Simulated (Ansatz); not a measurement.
# C2H6Al+: a spread of methods and bases

How do the results and run time of C2H6Al+ respond when the settings are drawn wide?

Computed with Ansatz 0.2.0, Gaussian basis. Level: the settings change from run to run.

**1. The molecule**

The geometry comes from an earlier relaxation with PBE0-D4 in a triple-zeta def2 set; it is a stationary point, not always the lowest conformer.

SMILES `[CH3][Al+][CH3]`, 9 atoms, charge 1, spin multiplicity 1.

Atoms are counted from 1 here; the program's logs count them from 0.

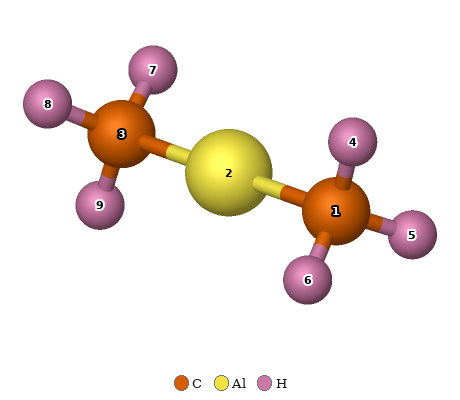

The geometry (carbon orange, aluminium yellow, hydrogen pink); atoms are numbered from 1 in the order of the file.

Geometry (Å):

```xyz
9
C2H6Al
C    -0.91311    1.30831   -1.03904
Al   -0.00066    0.00025    0.00090
C     0.91296   -1.30826    1.03924
H    -1.85200    0.89955   -1.42425
H    -0.29371    1.61915   -1.88566
H    -1.13891    2.18826   -0.42938
H     1.21269   -2.15084    0.40896
H     0.26346   -1.68172    1.83651
H     1.80928   -0.87471    1.49272
```

**2. HF/cc-pVTZ**

This run has the search for lower states set to off.

in.yaml

```yaml
crystal:
  periodic: [false, false, false]
  atoms:
    - {symbol: C, position_ang: [-0.913108, 1.308315, -1.039036]}
    - {symbol: Al, position_ang: [-0.000657, 0.000254, 0.000900]}
    - {symbol: C, position_ang: [0.912961, -1.308259, 1.039238]}
    - {symbol: H, position_ang: [-1.852005, 0.899554, -1.424247]}
    - {symbol: H, position_ang: [-0.293712, 1.619149, -1.885658]}
    - {symbol: H, position_ang: [-1.138912, 2.188260, -0.429376]}
    - {symbol: H, position_ang: [1.212687, -2.150842, 0.408957]}
    - {symbol: H, position_ang: [0.263464, -1.681725, 1.836513]}
    - {symbol: H, position_ang: [1.809283, -0.874706, 1.492720]}
basis:
  gaussian: {orbitals: cc-pVTZ}
total_charge: 1
hamiltonian: {xc: {name: HF}}
scf: {lower_state_search: off}
output: {forces: true}
```

The run is started by

```sh
> ansatz run in.yaml --threads 2 --pin off --events-out ev --progress --plain --max-ram 32768MiB --backend cpu
```

Standard output (excerpt; [...] marks lines left out):

```text
Functional definition: HF
  name "HF"
  cite "Fock, Z. Phys. 61, 126 (1930) doi:10.1007/BF01340294"
  parent pbe
[...]
1136 factors; their error is unknown
[...]
mean field -8733.38504890 eV, -320.9459808459 hartree, gradient 1.2e-6 eV, S^2 0.000000; 0 other end points of the search recorded, 0 dependent functions left out
[...]
reference -8733.38504890 eV, -320.9459808459 hartree; 15, 15 occupied and 163, 163 virtual orbitals, 1136 factors
Total energy: -8733.38504890 eV, -320.9459808459 hartree
Atom 0 at    -0.913108     1.308315    -1.039036 Å, force    -0.259536     0.372103    -0.295941 eV/Å
Atom 1 at    -0.000657     0.000254     0.000900 Å, force     0.000204    -0.000077    -0.000340 eV/Å
Atom 2 at     0.912961    -1.308259     1.039238 Å, force     0.260020    -0.372305     0.295305 eV/Å
Atom 3 at    -1.852005     0.899554    -1.424247 Å, force     0.268101     0.143718     0.099516 eV/Å
Atom 4 at    -0.293712     1.619149    -1.885658 Å, force    -0.201083    -0.072651     0.238294 eV/Å
Atom 5 at    -1.138912     2.188260    -0.429376 Å, force     0.053555    -0.244159    -0.199736 eV/Å
Atom 6 at     1.212687    -2.150842     0.408957 Å, force    -0.075674     0.232779     0.206373 eV/Å
Atom 7 at     0.263464    -1.681725     1.836513 Å, force     0.209710     0.091816    -0.223494 eV/Å
Atom 8 at     1.809283    -0.874706     1.492720 Å, force    -0.255297    -0.151224    -0.119977 eV/Å
Dipole moment:    -0.000361     0.000141     0.000495 e Å
Checks for a lower state left out: stability, starts, cluster_reference, orbital_swaps, neighbouring_geometries, increment
```

It took 2.5 s on 2 threads, shared host.

Largest force 0.542 eV/Å.

**3. r2SCAN50/x2c-TZVPPall**

Set apart from the defaults: charge +2, multiplicity 2.

Changes to in.yaml since step 2:

```diff
@@ -13,6 +13,5 @@
 basis:
-  gaussian: {orbitals: cc-pVTZ}
-total_charge: 1
-hamiltonian: {xc: {name: HF}}
-scf: {lower_state_search: off}
-output: {forces: true}
+  gaussian: {orbitals: x2c-TZVPPall}
+total_charge: 2
+magnetization: {spin_polarized: true, initial_magnetization: 1}
+hamiltonian: {xc: {name: r2SCAN50}}
```

Same command.

Standard output (excerpt; [...] marks lines left out):

```text
Functional definition: r2SCAN50
  name "r2SCAN50"
  cite "Bursch, Neugebauer, Ehlert & Grimme, J. Chem. Phys. 156, 134105 (2022) doi:10.1063/5.0086040"
  cite "Furness, Kaplan, Ning, Perdew & Sun, J. Phys. Chem. Lett. 11, 8208 (2020) doi:10.1021/acs.jpclett.0c02405"
  cite "Furness, Kaplan, Ning, Perdew & Sun, J. Phys. Chem. Lett. 11, 9248 (2020) doi:10.1021/acs.jpclett.0c03077"
  parent r2scan
[...]
1111 factors; their error is unknown
[...]
mean field -8756.39863228 eV, -321.7917144361 hartree, gradient 6.1e-5 eV, S^2 0.808172; 0 other end points of the search recorded, 0 dependent functions left out
reference -8756.39864070 eV, -321.7917147456 hartree; 15, 14 occupied and 173, 174 virtual orbitals, 1111 factors
Total energy: -8756.39864070 eV, -321.7917147456 hartree
Relativity: scalar
```

Wall time 8 s (2 threads, shared host); peak memory 0.48 GiB.

⟨S²⟩ 0.808.

**4. RPA/cc-pVDZ**

Set apart from the defaults: multiplicity 3, correlated electrons set to outside_noble_gas.

Changes to in.yaml since step 3:

```diff
@@ -13,5 +13,6 @@
 basis:
-  gaussian: {orbitals: x2c-TZVPPall}
-total_charge: 2
-magnetization: {spin_polarized: true, initial_magnetization: 1}
-hamiltonian: {xc: {name: r2SCAN50}}
+  gaussian: {orbitals: cc-pVDZ}
+total_charge: 1
+magnetization: {spin_polarized: true, initial_magnetization: 2}
+hamiltonian: {xc: {name: r2SCAN}}
+correlation: {method: rpa, electrons: outside_noble_gas}
```

Same command.

Standard output (excerpt; [...] marks lines left out):

```text
Functional definition: r2SCAN
  name "r2SCAN"
  cite "Furness, Kaplan, Ning, Perdew & Sun, J. Phys. Chem. Lett. 11, 8208 (2020) doi:10.1021/acs.jpclett.0c02405"
  cite "Furness, Kaplan, Ning, Perdew & Sun, J. Phys. Chem. Lett. 11, 9248 (2020) doi:10.1021/acs.jpclett.0c03077"
  parent r2scan
[...]
706 factors; integrals over basis functions are off by at most 7.5e-4 eV
[...]
mean field -8754.11245425 eV, -321.7076989433 hartree, gradient 1.4e-9 eV, S^2 2.017708; 7 other end points of the search recorded, 0 dependent functions left out
7 core orbitals not correlated: weight in the atoms' cores, before any rotation towards them, 1.000 or more for the frozen orbitals, at most 0.000 for the correlated occupied ones
reference -8726.38927086 eV, -320.6888907450 hartree; 9, 7 occupied and 60, 62 virtual orbitals, 706 factors
Total energy: -8742.17296334 eV, -321.2689307452 hartree
```

Run time: 2.1 min. Hardware: 2 threads, shared host.

⟨S²⟩ 2.018.

**5. wB97X-V/def2-mTZVPP**

Changes to in.yaml since step 4:

```diff
@@ -13,6 +13,4 @@
 basis:
-  gaussian: {orbitals: cc-pVDZ}
+  gaussian: {orbitals: def2-mTZVPP}
 total_charge: 1
-magnetization: {spin_polarized: true, initial_magnetization: 2}
-hamiltonian: {xc: {name: r2SCAN}}
-correlation: {method: rpa, electrons: outside_noble_gas}
+hamiltonian: {xc: {name: wB97X-V}}
```

Launched as before.

Standard output (excerpt; [...] marks lines left out):

```text
Functional definition: wB97X-V
  name "wB97X-V"
  cite "Mardirossian & Head-Gordon, Phys. Chem. Chem. Phys. 16, 9904 (2014) doi:10.1039/C3CP54374A"
  cite "Becke, J. Chem. Phys. 107, 8554 (1997) doi:10.1063/1.475007"
  cite "Vydrov & Van Voorhis, J. Chem. Phys. 133, 244103 (2010) doi:10.1063/1.3521275"
[...]
      + integral(e_c_pw_opposite_spin*poly(b97_u_opposite, cos0, cos1)) + vv10(b, c)
959 factors; their error is unknown
207 factors; integrals over basis functions are off by at most 6.1e-6 eV
[...]
mean field -8760.70137711 eV, -321.9498373922 hartree, gradient 7.7e-5 eV, S^2 0.000000; 0 other end points of the search recorded, 0 dependent functions left out
reference -8760.70137529 eV, -321.9498373251 hartree; 15, 15 occupied and 75, 75 virtual orbitals, 959 factors
Total energy: -8760.70137529 eV, -321.9498373251 hartree
```

Wall time 3.5 s (2 threads, shared host).

**6. PBE-QIDH/aug-pcseg-2**

This run has high accuracy.

Changes to in.yaml since step 5:

```diff
@@ -13,4 +13,6 @@
 basis:
-  gaussian: {orbitals: def2-mTZVPP}
+  gaussian: {orbitals: aug-pcseg-2}
 total_charge: 1
-hamiltonian: {xc: {name: wB97X-V}}
+hamiltonian: {xc: {name: PBE-QIDH}}
+accuracy: high
+output: {forces: true}
```

Same command.

Standard output (excerpt; [...] marks lines left out):

```text
Functional definition: PBE-QIDH
  name "PBE-QIDH"
  cite "Brémond, Sancho-García, Pérez-Jiménez & Adamo, J. Chem. Phys. 141, 031101 (2014) doi:10.1063/1.4890314"
  cite "Perdew, Burke & Ernzerhof, Phys. Rev. Lett. 77, 3865 (1996) doi:10.1103/PhysRevLett.77.3865"
[...]
4224 factors; integrals over basis functions are off by at most 3.4e-9 eV
[...]
mean field -8749.87592988 eV, -321.5520095441 hartree, gradient 6.4e-8 eV, S^2 0.000000; 0 other end points of the search recorded, 0 dependent functions left out
7 core orbitals not correlated: weight in the atoms' cores, before any rotation towards them, 1.000 or more for the frozen orbitals, at most 0.000 for the correlated occupied ones
reference -8749.87593198 eV, -321.5520096213 hartree; 8, 8 occupied and 265, 265 virtual orbitals, 4224 factors
second order -12.62814200 eV of doubles, -0.00000000 eV of singles
[...]
Total energy: -8754.08531264 eV, -321.7067015075 hartree
Atom 0 at    -0.913108     1.308315    -1.039036 Å, force    -0.052686     0.075630    -0.060340 eV/Å
Atom 1 at    -0.000657     0.000254     0.000900 Å, force     0.000333    -0.000127    -0.000512 eV/Å
Atom 2 at     0.912961    -1.308259     1.039238 Å, force     0.053023    -0.075776     0.059901 eV/Å
Atom 3 at    -1.852005     0.899554    -1.424247 Å, force     0.170773     0.081516     0.067190 eV/Å
Atom 4 at    -0.293712     1.619149    -1.885658 Å, force    -0.119265    -0.052024     0.153115 eV/Å
Atom 5 at    -1.138912     2.188260    -0.429376 Å, force     0.038066    -0.158158    -0.117534 eV/Å
Atom 6 at     1.212687    -2.150842     0.408957 Å, force    -0.051917     0.151066     0.121906 eV/Å
Atom 7 at     0.263464    -1.681725     1.836513 Å, force     0.124452     0.064103    -0.143760 eV/Å
Atom 8 at     1.809283    -0.874706     1.492720 Å, force    -0.162779    -0.086231    -0.079966 eV/Å
Dipole moment:    -0.000317     0.000124     0.000435 e Å
```

Wall time 1.7 min (2 threads, shared host); peak memory 2.2 GiB.

Largest force 0.201 eV/Å.

**7. SPW92/def2-mTZVPP**

Set apart from the defaults: atoms shaken by 0.03 Å, a grid of angular degree 11.

in.yaml

```yaml
crystal:
  periodic: [false, false, false]
  atoms:
    - {symbol: C, position_ang: [-0.895322, 1.348652, -1.061767]}
    - {symbol: Al, position_ang: [-0.013221, 0.072512, -0.063794]}
    - {symbol: C, position_ang: [0.859376, -1.314678, 1.033156]}
    - {symbol: H, position_ang: [-1.876785, 0.931934, -1.411673]}
    - {symbol: H, position_ang: [-0.279021, 1.559657, -1.890836]}
    - {symbol: H, position_ang: [-1.125728, 2.171952, -0.469314]}
    - {symbol: H, position_ang: [1.262895, -2.143450, 0.429696]}
    - {symbol: H, position_ang: [0.266039, -1.613723, 1.829174]}
    - {symbol: H, position_ang: [1.758266, -0.864517, 1.463754]}
basis:
  gaussian: {orbitals: def2-mTZVPP, final_grid: {core_spheres: 5, valence_spheres: 4, degree: 11}}
total_charge: 1
hamiltonian: {xc: {name: SPW92}}
output: {forces: true}
```

Same command.

Standard output (excerpt; [...] marks lines left out):

```text
Functional definition: SPW92
  name "SPW92"
  cite "Dirac, Proc. Camb. Phil. Soc. 26, 376 (1930) doi:10.1017/S0305004100016108"
  cite "Slater, Phys. Rev. 81, 385 (1951) doi:10.1103/PhysRev.81.385"
  cite "Perdew & Wang, Phys. Rev. B 45, 13244 (1992) doi:10.1103/PhysRevB.45.13244"
[...]
947 factors; their error is unknown
[...]
mean field -8712.23094061 eV, -320.1685817051 hartree, gradient 3.9e-5 eV, S^2 0.000000; 0 other end points of the search recorded, 0 dependent functions left out
[...]
reference -8712.23096611 eV, -320.1685826425 hartree; 15, 15 occupied and 75, 75 virtual orbitals, 947 factors
Total energy: -8712.23096611 eV, -320.1685826425 hartree
Atom 0 at    -0.895322     1.348652    -1.061767 Å, force    -1.316064    -2.312431    -0.222093 eV/Å
Atom 1 at    -0.013221     0.072512    -0.063794 Å, force     0.727877    -1.607838     1.216764 eV/Å
Atom 2 at     0.859376    -1.314678     1.033156 Å, force     1.246582     1.635490    -2.571983 eV/Å
Atom 3 at    -1.876785     0.931934    -1.411673 Å, force     0.432754     0.132841    -0.030248 eV/Å
Atom 4 at    -0.279021     1.559657    -1.890836 Å, force     0.857453     0.788452    -1.551873 eV/Å
Atom 5 at    -1.125728     2.171952    -0.469314 Å, force    -0.336850     2.164741     1.157255 eV/Å
Atom 6 at     1.262895    -2.143450     0.429696 Å, force    -0.407231    -0.216518    -0.062417 eV/Å
Atom 7 at     0.266039    -1.613723     1.829174 Å, force    -1.555929    -0.964057     1.777691 eV/Å
Atom 8 at     1.758266    -0.864517     1.463754 Å, force     0.351409     0.379319     0.286903 eV/Å
Dipole moment:     0.011701     0.049633    -0.038579 e Å
```

Wall time 0.61 s (2 threads, shared host).

Largest force 3.293 eV/Å.

**8. revPBE/def2-TZVPP**

Options: atoms shaken by 0.08 Å, density fitting with cc-pVTZ-jkfit, a point charge of 0.50 e beside it, D3(BJ) with three-body dispersion.

in.yaml

```yaml
crystal:
  periodic: [false, false, false]
  atoms:
    - {symbol: C, position_ang: [-0.833195, 1.370026, -1.188305]}
    - {symbol: Al, position_ang: [-0.042258, -0.124083, 0.015893]}
    - {symbol: C, position_ang: [0.977236, -1.375522, 1.029455]}
    - {symbol: H, position_ang: [-1.832786, 0.982003, -1.368493]}
    - {symbol: H, position_ang: [-0.308638, 1.665601, -1.885072]}
    - {symbol: H, position_ang: [-1.133400, 2.169919, -0.390726]}
    - {symbol: H, position_ang: [1.047808, -2.132808, 0.556862]}
    - {symbol: H, position_ang: [0.443227, -1.575612, 1.964083]}
    - {symbol: H, position_ang: [1.781548, -0.827702, 1.524450]}
basis:
  gaussian: {orbitals: def2-TZVPP, fitting: {mean_field: cc-pVTZ-jkfit}, point_charges: [{charge: 0.50, position_ang: [5.313, 0.841, -0.141]}]}
total_charge: 1
hamiltonian: {xc: {name: revPBE}, dispersion: d3bjatm}
output: {forces: true}
```

Launched as before.

Standard output (excerpt; [...] marks lines left out):

```text
Functional definition: revPBE
  name "revPBE"
  cite "Zhang & Yang, Phys. Rev. Lett. 80, 890 (1998) doi:10.1103/PhysRevLett.80.890"
  cite "Perdew, Burke & Ernzerhof, Phys. Rev. Lett. 77, 3865 (1996) doi:10.1103/PhysRevLett.77.3865"
[...]
459 factors; integrals over basis functions are off by at most 8.1e-1 eV
[...]
mean field -8757.26711987 eV, -321.8236307664 hartree, gradient 4.1e-5 eV, S^2 0.000000; 0 other end points of the search recorded, 0 dependent functions left out
[...]
reference -8757.26717123 eV, -321.8236326537 hartree; 15, 15 occupied and 173, 173 virtual orbitals, 459 factors
Total energy: -8757.61194866 eV, -321.8363029906 hartree
Atom 0 at    -0.833195     1.370026    -1.188305 Å, force    -5.783115    -3.086388    10.402362 eV/Å
Atom 1 at    -0.042258    -0.124083     0.015893 Å, force    -0.610972     1.542625    -1.250281 eV/Å
Atom 2 at     0.977236    -1.375522     1.029455 Å, force    -2.055531    10.302189     7.008527 eV/Å
Atom 3 at    -1.832786     0.982003    -1.368493 Å, force    -0.245356    -0.290815    -0.913737 eV/Å
Atom 4 at    -0.308638     1.665601    -1.885072 Å, force     5.303996     3.017307    -7.303627 eV/Å
Atom 5 at    -1.133400     2.169919    -0.390726 Å, force     0.966062    -0.751852    -1.195294 eV/Å
Atom 6 at     1.047808    -2.132808     0.556862 Å, force     1.983074   -10.177652    -6.099685 eV/Å
Atom 7 at     0.443227    -1.575612     1.964083 Å, force    -0.769675    -0.368125     0.093144 eV/Å
Atom 8 at     1.781548    -0.827702     1.524450 Å, force     0.999357    -0.226213    -0.725832 eV/Å
Dipole moment:    -0.205759    -0.062812     0.116600 e Å
```

Run time: 2 s. Hardware: 2 threads, shared host.

Largest force 12.629 eV/Å.

**9. r2SCAN/cc-pVTZ-DK**

Options: charge 0, multiplicity 2, relativity set to none.

in.yaml

```yaml
crystal:
  periodic: [false, false, false]
  atoms:
    - {symbol: C, position_ang: [-0.913108, 1.308315, -1.039036]}
    - {symbol: Al, position_ang: [-0.000657, 0.000254, 0.000900]}
    - {symbol: C, position_ang: [0.912961, -1.308259, 1.039238]}
    - {symbol: H, position_ang: [-1.852005, 0.899554, -1.424247]}
    - {symbol: H, position_ang: [-0.293712, 1.619149, -1.885658]}
    - {symbol: H, position_ang: [-1.138912, 2.188260, -0.429376]}
    - {symbol: H, position_ang: [1.212687, -2.150842, 0.408957]}
    - {symbol: H, position_ang: [0.263464, -1.681725, 1.836513]}
    - {symbol: H, position_ang: [1.809283, -0.874706, 1.492720]}
basis:
  gaussian: {orbitals: cc-pVTZ-DK}
magnetization: {spin_polarized: true, initial_magnetization: 1}
hamiltonian: {xc: {name: r2SCAN}, pseudopotentials: {relativity: none}}
output: {forces: true}
```

Launched as before.

Standard output (excerpt; [...] marks lines left out):

```text
Functional definition: r2SCAN
  name "r2SCAN"
  cite "Furness, Kaplan, Ning, Perdew & Sun, J. Phys. Chem. Lett. 11, 8208 (2020) doi:10.1021/acs.jpclett.0c02405"
  cite "Furness, Kaplan, Ning, Perdew & Sun, J. Phys. Chem. Lett. 11, 9248 (2020) doi:10.1021/acs.jpclett.0c03077"
  parent r2scan
[...]
960 factors; their error is unknown
[...]
mean field -8763.08586224 eV, -322.0374656044 hartree, gradient 2.0e-10 eV, S^2 0.762869; 6 other end points of the search recorded, 0 dependent functions left out
[...]
reference -8763.08587950 eV, -322.0374662386 hartree; 16, 15 occupied and 162, 163 virtual orbitals, 960 factors
WARN: the results are in doubt because the basis set is contracted for relativity, which is off
Total energy: -8763.08587950 eV, -322.0374662386 hartree
Atom 0 at    -0.913108     1.308315    -1.039036 Å, force    -0.746723     0.651828    -0.235840 eV/Å
Atom 1 at    -0.000657     0.000254     0.000900 Å, force    -0.006208    -0.007315    -0.003872 eV/Å
Atom 2 at     0.912961    -1.308259     1.039238 Å, force     0.781666    -0.592250     0.279359 eV/Å
Atom 3 at    -1.852005     0.899554    -1.424247 Å, force     0.116608     0.159757    -0.123217 eV/Å
Atom 4 at    -0.293712     1.619149    -1.885658 Å, force    -0.059094    -0.015005     0.036573 eV/Å
Atom 5 at    -1.138912     2.188260    -0.429376 Å, force     0.023884     0.017744    -0.245757 eV/Å
Atom 6 at     1.212687    -2.150842     0.408957 Å, force    -0.046600    -0.035257     0.232029 eV/Å
Atom 7 at     0.263464    -1.681725     1.836513 Å, force     0.052613     0.006256    -0.044316 eV/Å
Atom 8 at     1.809283    -0.874706     1.492720 Å, force    -0.116144    -0.185758     0.105041 eV/Å
Dipole moment:     0.000241    -0.000040    -0.000230 e Å
In doubt: the basis set is contracted for relativity, which is off
```

It took 2.4 min on 2 threads, shared host; peak memory 0.43 GiB.

Largest force 1.020 eV/Å, dipole 0.00 D, ⟨S²⟩ 0.763. The log holds a warning on this run.

**10. wB97X-V/def2-TZVP**

This run has the search for lower states set to full.

Changes to in.yaml since step 9:

```diff
@@ -13,5 +13,5 @@
 basis:
-  gaussian: {orbitals: cc-pVTZ-DK}
-magnetization: {spin_polarized: true, initial_magnetization: 1}
-hamiltonian: {xc: {name: r2SCAN}, pseudopotentials: {relativity: none}}
-output: {forces: true}
+  gaussian: {orbitals: def2-TZVP}
+total_charge: 1
+hamiltonian: {xc: {name: wB97X-V}}
+scf: {lower_state_search: full}
```

Launched as before.

Standard output (excerpt; [...] marks lines left out):

```text
Functional definition: wB97X-V
  name "wB97X-V"
  cite "Mardirossian & Head-Gordon, Phys. Chem. Chem. Phys. 16, 9904 (2014) doi:10.1039/C3CP54374A"
  cite "Becke, J. Chem. Phys. 107, 8554 (1997) doi:10.1063/1.475007"
  cite "Vydrov & Van Voorhis, J. Chem. Phys. 133, 244103 (2010) doi:10.1063/1.3521275"
[...]
      + integral(e_c_pw_opposite_spin*poly(b97_u_opposite, cos0, cos1)) + vv10(b, c)
883 factors; their error is unknown
267 factors; integrals over basis functions are off by at most 1.5e-5 eV
[...]
mean field -8760.98151717 eV, -321.9601323493 hartree, gradient 2.0e-5 eV, S^2 0.000000; 0 other end points of the search recorded, 0 dependent functions left out
reference -8760.98151515 eV, -321.9601322754 hartree; 15, 15 occupied and 120, 120 virtual orbitals, 883 factors
Total energy: -8760.98151515 eV, -321.9601322754 hartree
```

Wall time 7 s (2 threads, shared host).

**11. The runs in one table**

| level | charge | multiplicity | geometry | functions | energy (eV) | time |
| --- | --- | --- | --- | --- | --- | --- |
| HF/cc-pVTZ | 1 | 1 | relaxed | 178 | -8733.385 | 2.5 s |
| r2SCAN50/x2c-TZVPPall | 2 | 2 | relaxed | 188 | -8756.399 | 8 s |
| RPA/cc-pVDZ | 1 | 3 | relaxed | 76 | -8742.173 | 2.1 min |
| wB97X-V/def2-mTZVPP | 1 | 1 | relaxed | 90 | -8760.701 | 3.5 s |
| PBE-QIDH/aug-pcseg-2 | 1 | 1 | relaxed | 280 | -8754.085 | 1.7 min |
| SPW92/def2-mTZVPP | 1 | 1 | shaken | 90 | -8712.231 | 0.61 s |
| revPBE/def2-TZVPP | 1 | 1 | shaken, point charge | 188 | -8757.612 | 2 s |
| r2SCAN/cc-pVTZ-DK | 0 | 2 | relaxed | 178 | -8763.086 | 2.4 min |
| wB97X-V/def2-TZVP | 1 | 1 | relaxed | 135 | -8760.982 | 7 s |

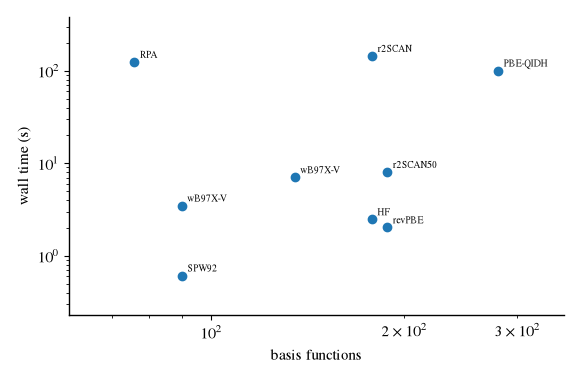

Wall time against the number of basis functions (shared host).

**12. Results**

```
                                         quantity                       value
                                             runs                           9
                                         quickest   SPW92/def2-mTZVPP, 0.61 s
                                          slowest  r2SCAN/cc-pVTZ-DK, 2.4 min
spread of total energies, same state and geometry                     27.6 eV
```

In words: r2SCAN/cc-pVTZ-DK took 236 times as long as SPW92/def2-mTZVPP. The jobs differ in tasks and options as well as level. The totals spread over 28 eV; they can't be compared across methods or bases. At the PBE0-D4/def2-TZVP geometry and in the same state, runs without warnings or point charges leave forces up to 0.54 eV/Å (HF/cc-pVTZ), against 3.3 eV/Å where the atoms were moved.
